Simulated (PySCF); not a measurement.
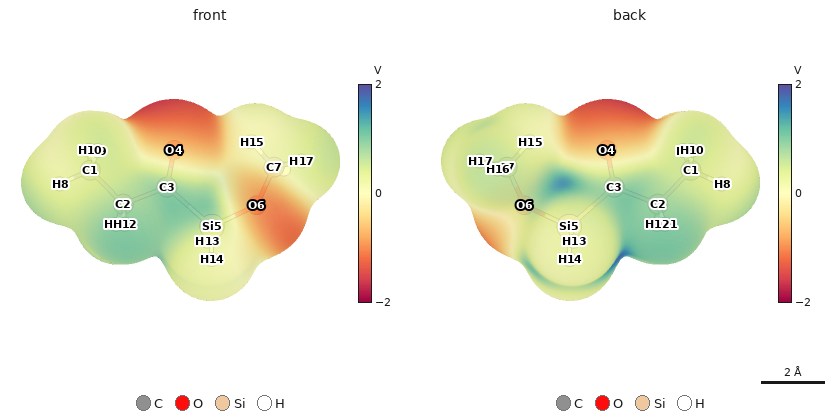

The picture shows: C₄H₁₀O₂Si (SMILES CCC(=O)[SiH2]OC). The molecular electrostatic potential painted on the density surface at 0.002 e/bohr³, seen from the front and from behind; red is negative and blue positive.

Geometry: GFN2-xTB.

Level of theory: PySCF 2.14.0, CAM-B3LYP/def2-SVPD, SCF density, gas phase.

```yaml
atoms:
  - { symbol: C, position_ang: [-2.7957, 0.8631, 0.0225] }
  - { symbol: C, position_ang: [-1.8216, -0.2880, 0.2298] }
  - { symbol: C, position_ang: [-0.3774, 0.0997, 0.0108] }
  - { symbol: O, position_ang: [-0.0505, 1.2328, -0.2751] }
  - { symbol: Si, position_ang: [0.9713, -1.2716, 0.1872] }
  - { symbol: O, position_ang: [2.4267, -0.6261, 0.4321] }
  - { symbol: C, position_ang: [3.1047, 0.4101, -0.2264] }
  - { symbol: H, position_ang: [-3.8199, 0.5372, 0.1864] }
  - { symbol: H, position_ang: [-2.5690, 1.6725, 0.7121] }
  - { symbol: H, position_ang: [-2.7070, 1.2503, -0.9899] }
  - { symbol: H, position_ang: [-2.0400, -1.1165, -0.4486] }
  - { symbol: H, position_ang: [-1.8933, -0.6836, 1.2461] }
  - { symbol: H, position_ang: [0.8849, -2.0733, -1.0391] }
  - { symbol: H, position_ang: [0.8083, -2.0304, 1.4161] }
  - { symbol: H, position_ang: [2.4467, 1.2658, -0.3795] }
  - { symbol: H, position_ang: [3.4763, 0.0658, -1.1941] }
  - { symbol: H, position_ang: [3.9485, 0.7044, 0.3987] }
```

> Which sites attract a positive test charge, and which a negative one?

A positive charge is drawn to the negative regions and a negative charge to the positive ones. The most negative region (about −1.5 V) lies over O4, the most positive (about +1.7 V) over Si5. O4 is the likeliest acceptor of a hydrogen bond.

> What dipole moment does the calculation give?

Its dipole moment is 1.72 D.
